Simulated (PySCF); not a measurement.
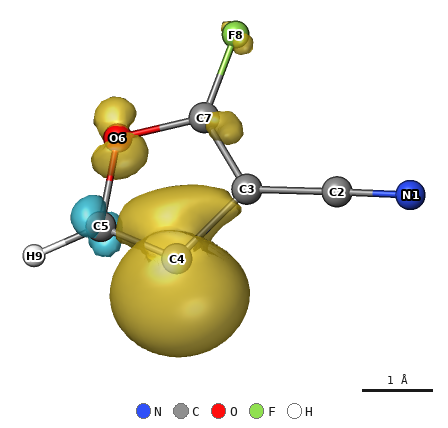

The picture shows: C5HFNO (doublet). Isosurfaces of the spin density at +0.04 (yellow) and −0.04 e/Å³ (cyan), seen at a tilt.

Geometry: GFN2-xTB.

These are results of UKS B3LYP, pcH-1 on C F H N O, non-relativistic, mean-field spin-orbit, GIAO (PySCF), not measurements.

```xyz
9

N     3.1109   -0.6874   -0.2874
C     1.9887   -0.4794   -0.1995
C     0.6090   -0.2425   -0.0992
C    -0.4782   -1.0999   -0.4150
C    -1.6347   -0.4628   -0.1656
O    -1.3564    0.7883    0.3056
C    -0.0305    0.8937    0.3352
F     0.4672    2.0364    0.7634
H    -2.6626   -0.7403   -0.2627
```

Question: Where is the unpaired spin?

Answer: The unpaired spin (1 electron) lies mostly on C4 (about 0.8), in electrons by Hirshfeld's partition.
